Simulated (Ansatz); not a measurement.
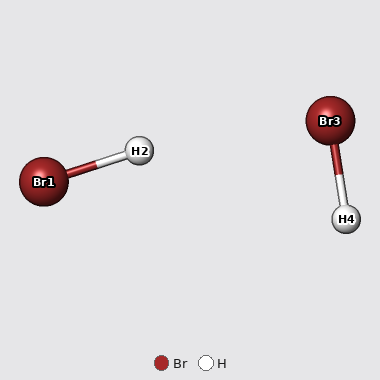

The system is the pair BrH···BrH; the picture shows the reference structure. 
- The turn is about an axis along (−0.89, 0.36, −0.28) in the frame of the relaxed pair, normal to the line between the partners.
- The first coordinate is: distance Br3···Br1; the second: turn of Br1, H2 about Br3.
- The scan uses a 9 × 9 grid.
- Points are written as (first, second).
- All energies are given in kJ/mol relative to the two partners far apart, frozen as in the relaxed pair, each in its own basis (no counterpoise correction).
- Energies and slopes of some neighbouring points disagree (a jump in structure or state, or too coarse a mesh).
- The calculation used Ansatz 0.2.0, RKS BHLYP-D4/def2-TZVPD.

Its coordinates:

```xyz
4

Br    0.4956   -0.5865   -2.2982
H     0.0782   -0.5517   -0.9448
Br   -0.5641   -0.0795    1.6685
H    -0.0097    1.2177    1.5746
```

Range: distance Br3···Br1 from 3.475 to 5.475 Å; turn of Br1, H2 about Br3 from −90.0 to 90.0°.

**What landscape does the calculation give?**

The lowest grid point is at (4.233 Å, 0.0°), −8.1 kJ/mol from the two partners far apart, frozen as in the relaxed pair, each in its own basis (no counterpoise correction). The highest grid point, (3.475 Å, −90.0°), lies 296.3 kJ/mol above the lowest.

| turn of Br1, H2 about Br3 ↓, distance Br3···Br1 → | 3.475 | 3.584 | 3.762 | 3.982 | 4.233 | 4.511 | 4.812 | 5.134 | 5.475 |
| --- | --- | --- | --- | --- | --- | --- | --- | --- | --- |
| 90.0 | 24.5 | 15.9 | 7.3 | 2.2 | −0.1 | −0.7 | −0.7 | −0.6 | −0.4 |
| 67.5 | 24.6 | 15.5 | 6.5 | 1.2 | −1.0 | −1.5 | −1.4 | −1.0 | −0.7 |
| 45.0 | 21.2 | 11.9 | 2.9 | −2.2 | −3.8 | −3.7 | −3.0 | −2.2 | −1.6 |
| 22.5 | 16.0 | 7.0 | −1.6 | −5.9 | −6.8 | −6.0 | −4.6 | −3.3 | −2.3 |
| 0.0 | 12.4 | 3.9 | −4.0 | −7.7 | −8.1 | −6.8 | −5.1 | −3.6 | −2.5 |
| −22.5 | 16.5 | 7.4 | −1.3 | −5.5 | −6.4 | −5.5 | −4.0 | −2.8 | −1.8 |
| −45.0 | 40.8 | 26.7 | 12.2 | 3.3 | −0.6 | −1.5 | −1.2 | −0.6 | −0.2 |
| −67.5 | 117.8 | 84.8 | 49.2 | 25.2 | 12.1 | 6.0 | 3.5 | 2.5 | 2.0 |
| −90.0 | 288.2 | 185.4 | 96.7 | 47.4 | 23.2 | 11.8 | 6.7 | 4.4 | 3.3 |

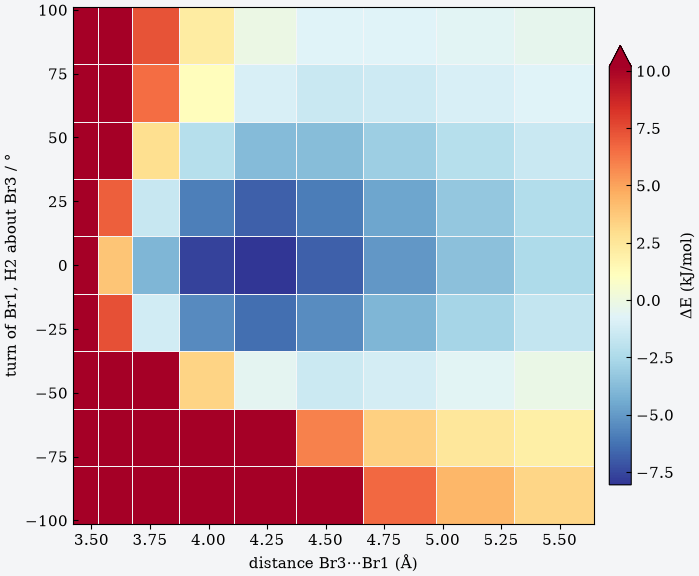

In the figure: one coloured cell a grid point, one colour for all values above the top of the scale.

The whole map (81 points run) took 9.6 min on 1 thread of Arm Neoverse V1, on a shared host.
